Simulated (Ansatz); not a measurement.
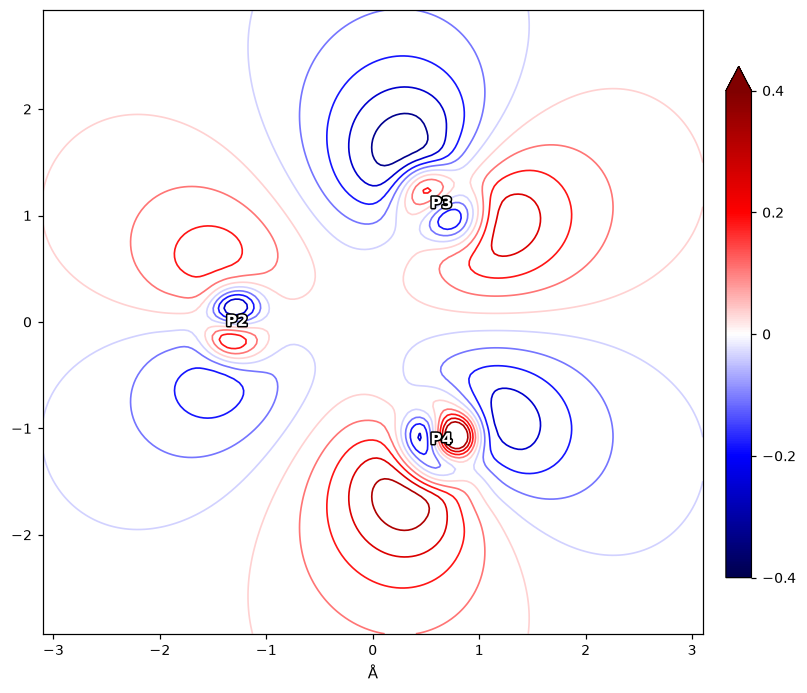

Figure 1: P4 (SMILES P12#P3P1#P23). The LUMO on the plane of atoms P2, P3 and P4 (values in Å⁻³ᐟ²; the overall sign is arbitrary).

Geometry: B3LYP/6-31G*.

Computed with Ansatz 0.2.0, isolated molecule in a Gaussian basis; Kohn-Sham density functional theory, functional PBE0.

Input file:

```
crystal:
  periodic: [false, false, false]
  atoms:
    - {symbol: P, position_ang: [0.793602, 0.581832, 0.329110]}
    - {symbol: P, position_ang: [-1.325179, 0.489558, -0.317874]}
    - {symbol: P, position_ang: [0.257642, -0.427005, -1.571241]}
    - {symbol: P, position_ang: [-0.294285, -1.349835, 0.367856]}
basis:
  gaussian: {orbitals: def2-TZVPD}
hamiltonian: {xc: pbe0}
output: {forces: true, orbitals: {seedname: orbitals}}
```

Command:

```sh
ansatz run input.yaml --threads 1 --pin off --max-ram 2610MiB --events-out events.jsonl --progress --plain --runs-dir runs
```

> Describe this orbital and give its energy.

Its weight (Hirshfeld) is mainly on P4 (about 35 %), P3 (about 35 %), P2 (about 15 %) and P1 (about 15 %). It is one of a degenerate set, so its orientation is arbitrary. Its energy is −0.90 eV.
